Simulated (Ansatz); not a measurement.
# SiH₄O + HBr: a complex and its separated parts, part 2 of 2

Ansatz 0.2.0, Gaussian basis. Earlier steps stand in the parts before.

**13. CAM-B3LYP-D4/def2-TZVPP**

The inputs:

parta/in.yaml

```yaml
crystal:
  periodic: [false, false, false]
  atoms:
    - {symbol: Si, position_ang: [-0.687144, 0.904836, -0.207683]}
    - {symbol: H, position_ang: [-2.144351, 0.714907, -0.447506]}
    - {symbol: H, position_ang: [-0.509135, 2.182618, 0.535724]}
    - {symbol: H, position_ang: [0.030713, 0.971106, -1.500772]}
    - {symbol: O, position_ang: [-0.033126, -0.369290, 0.606943]}
    - {symbol: H, position_ang: [-0.375021, -0.568376, 1.478844]}
basis:
  gaussian: {orbitals: def2-TZVPP}
hamiltonian: {xc: {name: CAM-B3LYP}, dispersion: d4}
```

partb/in.yaml

```yaml
crystal:
  periodic: [false, false, false]
  atoms:
    - {symbol: Br, position_ang: [2.379106, -2.341075, -0.467172]}
    - {symbol: H, position_ang: [1.338959, -1.494828, 0.001623]}
basis:
  gaussian: {orbitals: def2-TZVPP}
hamiltonian: {xc: {name: CAM-B3LYP}, dispersion: d4}
```

One command serves all of them, each in its own folder.

On the command line:

```bash
$ ansatz run in.yaml --threads 4 --pin off --events-out ev --progress --plain --max-ram 9574MiB
```

Log of parta (excerpt; [...] marks lines left out):

```text
Functional definition: CAM-B3LYP
  name "CAM-B3LYP"
  cite "Yanai, Tew & Handy, Chem. Phys. Lett. 393, 51 (2004) doi:10.1016/j.cplett.2004.06.011"
  cite "Iikura, Tsuneda, Yanai & Hirao, J. Chem. Phys. 115, 3540 (2001) doi:10.1063/1.1383587"
  cite "Becke, Phys. Rev. A 38, 3098 (1988) doi:10.1103/PhysRevA.38.3098"
  cite "Lee, Yang & Parr, Phys. Rev. B 37, 785 (1988) doi:10.1103/PhysRevB.37.785"
[...]
  # Exact exchange under (alpha + beta erf(omega r))/r, Becke's under what is left of 1/r.
[...]
678 factors; their error is unknown
177 factors; integrals over basis functions are off by at most 1.4e-5 eV
[...]
mean field -9991.52650931 eV, -367.1818267173 hartree, gradient 8.3e-5 eV, S^2 0.000000; 0 other end points of the search recorded, 0 dependent functions left out
reference -9991.52661125 eV, -367.1818304634 hartree; 13, 13 occupied and 116, 116 virtual orbitals, 678 factors
Total energy: -9991.57931666 eV, -367.1837673515 hartree
```

Output in partb (excerpt; [...] marks lines left out):

```text
[... 6 set-up lines as earlier in the session ...]
[...]
  # Exact exchange under (alpha + beta erf(omega r))/r, Becke's under what is left of 1/r.
[...]
472 factors; their error is unknown
82 factors; integrals over basis functions are off by at most 1.2e-4 eV
[...]
mean field -70066.16345923 eV, -2574.8840145755 hartree, gradient 3.1e-5 eV, S^2 0.000000; 0 other end points of the search recorded, 0 dependent functions left out
reference -70066.16353593 eV, -2574.8840173941 hartree; 18, 18 occupied and 44, 44 virtual orbitals, 472 factors
Total energy: -70066.16901361 eV, -2574.8842186951 hartree
```

They took 0.6 s (parta), 0.3 s (partb) on 4 threads of Arm Neoverse V2, shared host.

**14. wB97X-V/def2-TZVPP**

Each input of step 13 (parta, partb) changes in the same lines:

```diff
-hamiltonian: {xc: {name: CAM-B3LYP}, dispersion: d4}
+hamiltonian: {xc: {name: wB97X-V}}
```

One command serves all of them, each in its own folder.

On the command line:

```bash
$ ansatz run in.yaml --threads 4 --pin off --events-out ev --progress --plain --max-ram 9574MiB
```

Output in parta (excerpt; [...] marks lines left out):

```text
Functional definition: wB97X-V
  name "wB97X-V"
  cite "Mardirossian & Head-Gordon, Phys. Chem. Chem. Phys. 16, 9904 (2014) doi:10.1039/C3CP54374A"
[... 2 set-up lines as earlier in the session ...]
[...]
      + integral(e_c_pw_opposite_spin*poly(b97_u_opposite, cos0, cos1)) + vv10(b, c)
678 factors; their error is unknown
163 factors; integrals over basis functions are off by at most 1.4e-5 eV
[...]
mean field -9989.99704647 eV, -367.1256199944 hartree, gradient 4.8e-5 eV, S^2 0.000000; 0 other end points of the search recorded, 0 dependent functions left out
reference -9989.99704474 eV, -367.1256199310 hartree; 13, 13 occupied and 116, 116 virtual orbitals, 678 factors
Total energy: -9989.99704474 eV, -367.1256199310 hartree
```

Output in partb (excerpt; [...] marks lines left out):

```text
[... 5 set-up lines as earlier in the session ...]
[...]
      + integral(e_c_pw_opposite_spin*poly(b97_u_opposite, cos0, cos1)) + vv10(b, c)
472 factors; their error is unknown
73 factors; integrals over basis functions are off by at most 1.1e-4 eV
[...]
mean field -70056.29632688 eV, -2574.5214041497 hartree, gradient 1.2e-5 eV, S^2 0.000000; 0 other end points of the search recorded, 0 dependent functions left out
reference -70056.29632582 eV, -2574.5214041106 hartree; 18, 18 occupied and 44, 44 virtual orbitals, 472 factors
Total energy: -70056.29632582 eV, -2574.5214041106 hartree
```

Wall times: 1.6 s (parta), 0.55 s (partb) on 4 threads of Arm Neoverse V2, shared host.

**15. wB97M-V/def2-TZVPP**

The same edit goes into each in.yaml of step 14 (parta, partb):

```diff
-hamiltonian: {xc: {name: wB97X-V}}
+hamiltonian: {xc: {name: wB97M-V}}
```

The same command starts each run, in its folder.

On the command line:

```bash
$ ansatz run in.yaml --threads 4 --pin off --events-out ev --progress --plain --max-ram 9574MiB
```

parta printed (excerpt; [...] marks lines left out):

```text
Functional definition: wB97M-V
  name "wB97M-V"
  cite "Mardirossian & Head-Gordon, J. Chem. Phys. 144, 214110 (2016) doi:10.1063/1.4952647"
[... 2 set-up lines as earlier in the session ...]
  # Of w^i u^j: cxij and so on, Table III.
[...]
  gx(w, u) = 1 - cx + cx01*u + cx10*w
[...]
      + integral(e_c_pw_mod_opposite_spin*gos(b97_w_opposite, b97_u_opposite)) + vv10(b, c)
678 factors; their error is unknown
163 factors; integrals over basis functions are off by at most 1.4e-5 eV
[...]
mean field -9990.45391040 eV, -367.1424094342 hartree, gradient 4.2e-5 eV, S^2 0.000000; 0 other end points of the search recorded, 0 dependent functions left out
reference -9990.45395257 eV, -367.1424109839 hartree; 13, 13 occupied and 116, 116 virtual orbitals, 678 factors
Total energy: -9990.45395257 eV, -367.1424109839 hartree
```

Log of partb (excerpt; [...] marks lines left out):

```text
[... 5 set-up lines as earlier in the session ...]
  # Of w^i u^j: cxij and so on, Table III.
[...]
  gx(w, u) = 1 - cx + cx01*u + cx10*w
[...]
      + integral(e_c_pw_mod_opposite_spin*gos(b97_w_opposite, b97_u_opposite)) + vv10(b, c)
467 factors; their error is unknown
73 factors; integrals over basis functions are off by at most 1.1e-4 eV
[...]
mean field -70058.67557620 eV, -2574.6088399494 hartree, gradient 8.6e-6 eV, S^2 0.000000; 0 other end points of the search recorded, 0 dependent functions left out
reference -70058.67560200 eV, -2574.6088408978 hartree; 18, 18 occupied and 44, 44 virtual orbitals, 467 factors
Total energy: -70058.67560200 eV, -2574.6088408978 hartree
```

They took 1.7 s (parta), 0.65 s (partb) on 4 threads of Arm Neoverse V2, shared host.

**16. B2PLYP/def2-TZVPP**

Each input of step 15 (parta, partb) changes in the same lines:

```diff
-hamiltonian: {xc: {name: wB97M-V}}
+hamiltonian: {xc: {name: B2PLYP}}
```

Each run has its own folder and the same command.

On the command line:

```bash
$ ansatz run in.yaml --threads 4 --pin off --events-out ev --progress --plain --max-ram 9574MiB
```

Output in parta (excerpt; [...] marks lines left out):

```text
Functional definition: B2PLYP
  name "B2PLYP"
  cite "Grimme, J. Chem. Phys. 124, 034108 (2006) doi:10.1063/1.2148954"
[... 2 set-up lines as earlier in the session ...]
[...]
746 factors; integrals over basis functions are off by at most 9.4e-4 eV
[...]
mean field -9983.99687648 eV, -366.9051178143 hartree, gradient 2.8e-6 eV, S^2 0.000000; 0 other end points of the search recorded, 0 dependent functions left out
6 core orbitals not correlated: weight in the atoms' cores, before any rotation towards them, 1.000 or more for the frozen orbitals, at most 0.000 for the correlated occupied ones
reference -9983.99700873 eV, -366.9051226746 hartree; 7, 7 occupied and 116, 116 virtual orbitals, 746 factors
second order -12.31501941 eV of doubles, -0.00000000 eV of singles
Total energy: -9987.32206397 eV, -367.0273162010 hartree
```

Output in partb (excerpt; [...] marks lines left out):

```text
[... 5 set-up lines as earlier in the session ...]
[...]
399 factors; integrals over basis functions are off by at most 1.5e-3 eV
[...]
mean field -70049.78224631 eV, -2574.2820161040 hartree, gradient 1.6e-6 eV, S^2 0.000000; 0 other end points of the search recorded, 0 dependent functions left out
9 core orbitals not correlated: weight in the atoms' cores, before any rotation towards them, 1.000 or more for the frozen orbitals, at most 0.000 for the correlated occupied ones
reference -70049.78234704 eV, -2574.2820198060 hartree; 9, 9 occupied and 44, 44 virtual orbitals, 399 factors
second order -9.24618560 eV of doubles, -0.00000000 eV of singles
Total energy: -70052.27881715 eV, -2574.3737633904 hartree
```

Times: 0.9 s (parta), 0.4 s (partb) on 4 threads of Arm Neoverse V2, shared host.

**17. PBE-QIDH/def2-TZVPP**

The same edit goes into each in.yaml of step 16 (parta, partb):

```diff
-hamiltonian: {xc: {name: B2PLYP}}
+hamiltonian: {xc: {name: PBE-QIDH}}
```

The same command starts each run, in its folder.

On the command line:

```bash
$ ansatz run in.yaml --threads 4 --pin off --events-out ev --progress --plain --max-ram 9574MiB
```

Output in parta (excerpt; [...] marks lines left out):

```text
Functional definition: PBE-QIDH
  name "PBE-QIDH"
  cite "Brémond, Sancho-García, Pérez-Jiménez & Adamo, J. Chem. Phys. 141, 031101 (2014) doi:10.1063/1.4890314"
[... 1 set-up line as earlier in the session ...]
[...]
746 factors; integrals over basis functions are off by at most 9.4e-4 eV
[...]
mean field -9979.98642752 eV, -366.7577365336 hartree, gradient 3.6e-6 eV, S^2 0.000000; 0 other end points of the search recorded, 0 dependent functions left out
6 core orbitals not correlated: weight in the atoms' cores, before any rotation towards them, 1.000 or more for the frozen orbitals, at most 0.000 for the correlated occupied ones
reference -9979.98643775 eV, -366.7577369096 hartree; 7, 7 occupied and 116, 116 virtual orbitals, 746 factors
second order -11.46571269 eV of doubles, -0.00000000 eV of singles
Total energy: -9983.80834198 eV, -366.8981892995 hartree
```

partb printed (excerpt; [...] marks lines left out):

```text
[... 4 set-up lines as earlier in the session ...]
[...]
399 factors; integrals over basis functions are off by at most 1.5e-3 eV
[...]
mean field -70043.31097455 eV, -2574.0442012532 hartree, gradient 9.1e-7 eV, S^2 0.000000; 0 other end points of the search recorded, 0 dependent functions left out
9 core orbitals not correlated: weight in the atoms' cores, before any rotation towards them, 1.000 or more for the frozen orbitals, at most 0.000 for the correlated occupied ones
reference -70043.31098167 eV, -2574.0442015149 hartree; 9, 9 occupied and 44, 44 virtual orbitals, 399 factors
second order -8.68131501 eV of doubles, -0.00000000 eV of singles
Total energy: -70046.20475334 eV, -2574.1505456623 hartree
```

Times: 0.9 s (parta), 0.4 s (partb) on 4 threads of Arm Neoverse V2, shared host.

**18. RPA on PBE/def2-TZVPP**

The same edit goes into each in.yaml of step 17 (parta, partb):

```diff
-hamiltonian: {xc: {name: PBE-QIDH}}
+hamiltonian: {xc: pbe}
+correlation: {method: rpa}
```

One command serves all of them, each in its own folder.

On the command line:

```bash
$ ansatz run in.yaml --threads 4 --pin off --events-out ev --progress --plain --max-ram 9574MiB
```

parta printed (excerpt; [...] marks lines left out):

```text
[... 4 set-up lines as earlier in the session ...]
[...]
746 factors; integrals over basis functions are off by at most 9.4e-4 eV
[...]
mean field -9985.38599612 eV, -366.9561670197 hartree, gradient 5.8e-6 eV, S^2 0.000000; 0 other end points of the search recorded, 0 dependent functions left out
6 core orbitals not correlated: weight in the atoms' cores, before any rotation towards them, 1.000 or more for the frozen orbitals, at most 0.000 for the correlated occupied ones
reference -9964.31044634 eV, -366.1816548509 hartree; 7, 7 occupied and 116, 116 virtual orbitals, 746 factors
Total energy: -9981.80780370 eV, -366.8246708737 hartree
```

Output in partb (excerpt; [...] marks lines left out):

```text
[... 4 set-up lines as earlier in the session ...]
[...]
399 factors; integrals over basis functions are off by at most 1.5e-3 eV
[...]
mean field -70052.13666021 eV, -2574.3685392189 hartree, gradient 4.2e-6 eV, S^2 0.000000; 0 other end points of the search recorded, 0 dependent functions left out
9 core orbitals not correlated: weight in the atoms' cores, before any rotation towards them, 1.000 or more for the frozen orbitals, at most 0.000 for the correlated occupied ones
reference -70014.55941180 eV, -2572.9876008108 hartree; 9, 9 occupied and 44, 44 virtual orbitals, 399 factors
Total energy: -70026.49301691 eV, -2573.4261527095 hartree
```

Wall times: 0.85 s (parta), 0.3 s (partb) on 4 threads of Arm Neoverse V2, shared host.

**19. CCSD(T)/def2-TZVPP**

The same edit goes into each in.yaml of step 18 (parta, partb):

```diff
-hamiltonian: {xc: pbe}
-correlation: {method: rpa}
+correlation: {method: ccsd_t}
```

The same command starts each run, in its folder.

On the command line:

```bash
$ ansatz run in.yaml --threads 4 --pin off --events-out ev --progress --plain --max-ram 9574MiB
```

parta printed (excerpt; [...] marks lines left out):

```text
Functional definition: HF
  name "HF"
  cite "Fock, Z. Phys. 61, 126 (1930) doi:10.1007/BF01340294"
[... 1 set-up line as earlier in the session ...]
[...]
746 factors; integrals over basis functions are off by at most 9.4e-4 eV
[...]
mean field -9965.09495113 eV, -366.2104848700 hartree, gradient 2.3e-6 eV, S^2 0.000000; 0 other end points of the search recorded, 0 dependent functions left out
6 core orbitals not correlated: weight in the atoms' cores, before any rotation towards them, 1.000 or more for the frozen orbitals, at most 0.000 for the correlated occupied ones
reference -9965.09495113 eV, -366.2104848700 hartree; 7, 7 occupied and 116, 116 virtual orbitals, 746 factors
second order -10.23284213 eV of doubles, -0.00000000 eV of singles
cycle   1  -10.56869430 eV  change   -3.4e-1 eV  update   6.9e-2
[...]
cycle   9  -10.90248123 eV  change   -3.7e-6 eV  update   8.1e-6
perturbative correction -0.32816228 eV, -0.0120597415 hartree
Total energy: -9976.32559464 eV, -366.6232034066 hartree
```

Log of partb (excerpt; [...] marks lines left out):

```text
[... 4 set-up lines as earlier in the session ...]
[...]
399 factors; integrals over basis functions are off by at most 1.5e-3 eV
[...]
mean field -70014.93833757 eV, -2573.0015260761 hartree, gradient 1.4e-6 eV, S^2 0.000000; 0 other end points of the search recorded, 0 dependent functions left out
9 core orbitals not correlated: weight in the atoms' cores, before any rotation towards them, 1.000 or more for the frozen orbitals, at most 0.000 for the correlated occupied ones
reference -70014.93833757 eV, -2573.0015260761 hartree; 9, 9 occupied and 44, 44 virtual orbitals, 399 factors
second order -7.83906725 eV of doubles, -0.00000000 eV of singles
cycle   1  -7.92764803 eV  change   -8.9e-2 eV  update   4.5e-2
[...]
cycle   7  -8.11358961 eV  change   -4.8e-6 eV  update   1.2e-5
perturbative correction -0.24159966 eV, -0.0088786238 hartree
Total energy: -70023.29352685 eV, -2573.3085736187 hartree
```

Times: 2.7 s (parta), 0.35 s (partb) on 4 threads of Arm Neoverse V2, shared host; peak memory 0.6 GiB.

**20. Vibrations of SiH₄O**

vib-parta/in.yaml reads:

```yaml
crystal:
  periodic: [false, false, false]
  atoms:
    - {symbol: Si, position_ang: [-0.687144, 0.904836, -0.207683]}
    - {symbol: H, position_ang: [-2.144351, 0.714907, -0.447506]}
    - {symbol: H, position_ang: [-0.509135, 2.182618, 0.535724]}
    - {symbol: H, position_ang: [0.030713, 0.971106, -1.500772]}
    - {symbol: O, position_ang: [-0.033126, -0.369290, 0.606943]}
    - {symbol: H, position_ang: [-0.375021, -0.568376, 1.478844]}
basis:
  gaussian: {orbitals: def2-TZVP}
hamiltonian: {xc: pbe0, dispersion: d4}
phonons: {temperatures: {t_min: 298.15, t_max: 900, t_step: 200}}
```

On the command line:

```bash
$ ansatz run in.yaml --threads 4 --pin off --events-out ev --progress --plain --max-ram 9574MiB
```

Output (excerpt; [...] marks lines left out):

```text
[... 5 set-up lines as earlier in the session ...]
[...]
595 factors; their error is unknown
[...]
mean field -9986.23328304 eV, -366.9873042395 hartree, gradient 4.1e-5 eV, S^2 0.000000; 0 other end points of the search recorded, 0 dependent functions left out
[...]
Atom 3 at     0.030713     0.971106    -1.500772 Å, force    -0.000288     0.000287    -0.000046 eV/Å
Atom 4 at    -0.033126    -0.369290     0.606943 Å, force     0.004879    -0.003982    -0.001585 eV/Å
Atom 5 at    -0.375021    -0.568376     1.478844 Å, force    -0.003480     0.002778     0.000967 eV/Å
Dipole moment:    -0.161467     0.027079     0.230139 e Å
Vibrations: 194.31 679.69 719.06 846.80 907.73 946.78 966.99 993.29 2208.47 2213.53 2260.48 3931.90 cm⁻¹, zero-point energy 1.045746 eV
```

It took 12 s on 4 threads of Arm Neoverse V2, shared host.

The modes, with what each moves most:

```tsv
mode	wavenumber (cm⁻¹)	character
1	194	torsion
2	680	bend
3	719	bend
4	847	bend with Si–O stretch
5	908	bend with Si–O stretch
6	947	bend with wag or twist
7	967	bend with wag or twist
8	993	bend
9	2208	Si–H stretch
10	2214	Si–H stretch
11	2260	Si–H stretch
12	3932	O–H stretch
```

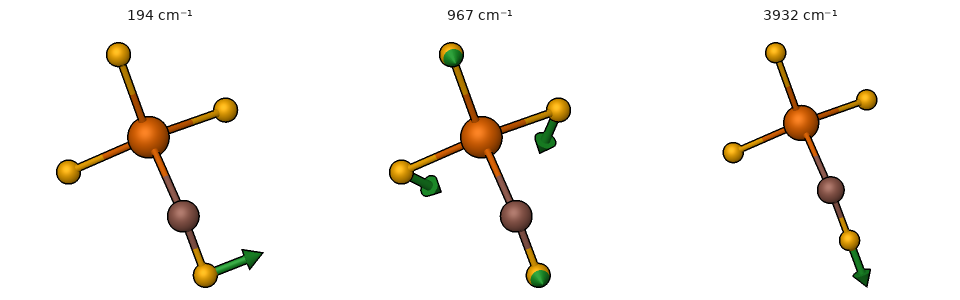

How the atoms move in 3 of the modes.

Vibrational sums (real modes only):

```tsv
T (K)	entropy (J/mol/K)	heat capacity (J/mol/K)
298	14.4	24.4
498	32.2	45.2
698	49.7	58.7
898	65.7	68.0
```

**21. Vibrations of HBr**

vib-partb/in.yaml reads:

```yaml
crystal:
  periodic: [false, false, false]
  atoms:
    - {symbol: Br, position_ang: [2.379106, -2.341075, -0.467172]}
    - {symbol: H, position_ang: [1.338959, -1.494828, 0.001623]}
basis:
  gaussian: {orbitals: def2-TZVP}
hamiltonian: {xc: pbe0, dispersion: d4}
phonons: {temperatures: {t_min: 298.15, t_max: 900, t_step: 200}}
```

On the command line:

```bash
$ ansatz run in.yaml --threads 4 --pin off --events-out ev --progress --plain --max-ram 9574MiB
```

Output (excerpt; [...] marks lines left out):

```text
[... 5 set-up lines as earlier in the session ...]
[...]
457 factors; their error is unknown
[...]
mean field -70054.57278214 eV, -2574.4580650488 hartree, gradient 2.1e-5 eV, S^2 0.000000; 0 other end points of the search recorded, 0 dependent functions left out
[...]
reference -70054.57272091 eV, -2574.4580627986 hartree; 18, 18 occupied and 36, 36 virtual orbitals, 457 factors
Total energy: -70054.57831872 eV, -2574.4582685143 hartree
Atom 0 at     2.379106    -2.341075    -0.467172 Å, force     0.000996    -0.000810    -0.000449 eV/Å
Atom 1 at     1.338959    -1.494828     0.001623 Å, force    -0.000996     0.000810     0.000449 eV/Å
Dipole moment:    -0.145228     0.118155     0.065454 e Å
Vibrations: 2667.82 cm⁻¹, zero-point energy 0.165384 eV
```

It took 2.1 s on 4 threads of Arm Neoverse V2, shared host.

Wavenumbers and character of the modes:

```tsv
mode	wavenumber (cm⁻¹)	character
1	2668	Br–H stretch
```

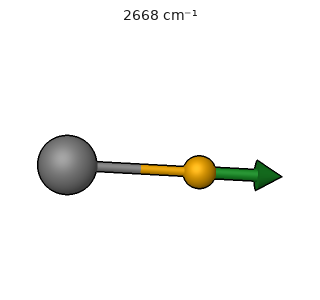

Displacements of 1 modes, as arrows.

Vibrational sums (real modes only):

```tsv
T (K)	entropy (J/mol/K)	heat capacity (J/mol/K)
298	0.0	0.0
498	0.0	0.2
698	0.2	1.0
898	0.6	2.2
```

**22. Complex less separated parts**

The complex's own energies come from single points at the same levels.

Rows are in def2-TZVPP; times add the 3 runs of a level on a shared host, so small differences are noise.

Differences are taken before rounding.

```tsv
method	rung	complex less parts (kJ/mol)	from CCSD(T) (kJ/mol)	time
SPW92	LDA	-34.4	-16.8	1.2 s
PBE-D4	GGA	-23.7	-6.1	1.9 s
BLYP-D4	GGA	-21.9	-4.4	2.1 s
r2SCAN-D4	meta-GGA	-20.5	-2.9	4.4 s
B97M-V	meta-GGA	-17.7	-0.2	8.1 s
PBE0-D4	hybrid	-21.8	-4.3	2.5 s
B3LYP-D4	hybrid	-21.4	-3.9	2.5 s
r2SCAN0-D4	hybrid	-20.0	-2.5	4.7 s
BHLYP-D4	hybrid	-20.8	-3.2	2.5 s
CAM-B3LYP-D4	range-separated hybrid	-22.0	-4.4	2.7 s
wB97X-V	range-separated hybrid	-18.8	-1.2	6.3 s
wB97M-V	range-separated hybrid	-18.6	-1.1	7.9 s
B2PLYP	double hybrid	-17.1	+0.4	4.3 s
PBE-QIDH	double hybrid	-18.7	-1.2	4.5 s
RPA on PBE	RPA	-13.4	+4.2	3.9 s
Hartree-Fock	wavefunction	-6.1	+11.5	
MP2	wavefunction	-20.2	-2.6	
CCSD	wavefunction	-15.5	+2.1	
CCSD(T)	wavefunction	-17.6	0	52 s
```

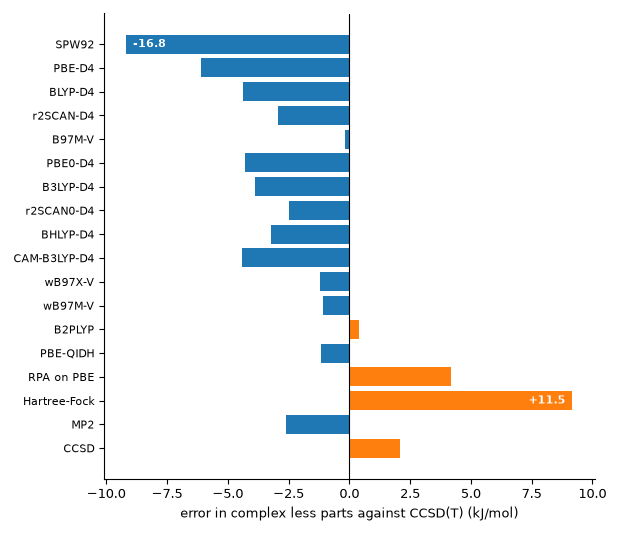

Error of each method against CCSD(T). Bars with a number in them are cut short.

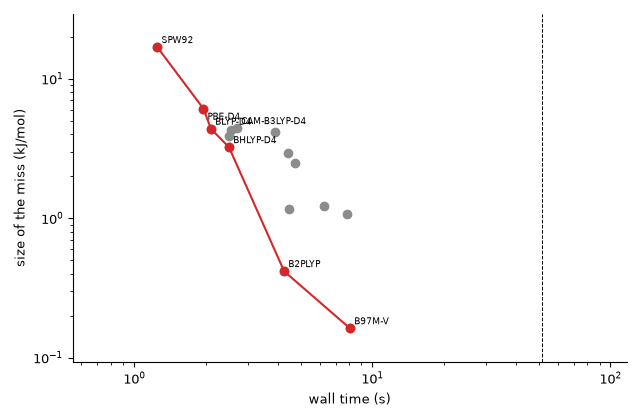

Miss against cost. Red marks the levels that no quicker level drawn beats (of those quicker than the yardstick), and the dashed line is the time of CCSD(T). Only those levels and the largest misses are named. Times are from a shared host.

For cost: B97M-V gets within 0.2 kJ/mol in 8.1 s, where CCSD(T) took 52 s; the quickest level in the cost chart, SPW92, takes 1.2 s and misses by 16.8 kJ/mol.

The complex's zero-point energy, from a separate PBE0-D4 run, is 1.265 eV.

**23. Results**

What follows sums up all 2 parts.

| quantity | value |
| --- | --- |
| complex less parts, CCSD(T)/def2-TZVPP | -17.6 kJ/mol |
| with zero-point energy | -12.4 kJ/mol |
| largest T1 diagnostic | 0.011 |

In words: At CCSD(T) the complex lies 17.6 kJ/mol below its parts. B97M-V is the best functional here (-0.2 kJ/mol from CCSD(T)); SPW92 is the worst (-16.8 kJ/mol). By rung, the mean size of the error is: LDA 16.8, GGA 5.2, meta-GGA 1.6, hybrid 3.5, range-separated hybrid 2.2, double hybrid 0.8 kJ/mol. The double hybrids carry no dispersion term here, unlike the levels marked D4 or V. PBE-D4 gives a relative energy 6.1 kJ/mol too low, outside chemical accuracy (1 kcal/mol, 4.2 kJ/mol). No counterpoise was applied, and triple zeta lacks some correlation, so the CCSD(T) reference has a basis error of its own, and close matches with it are partly luck.
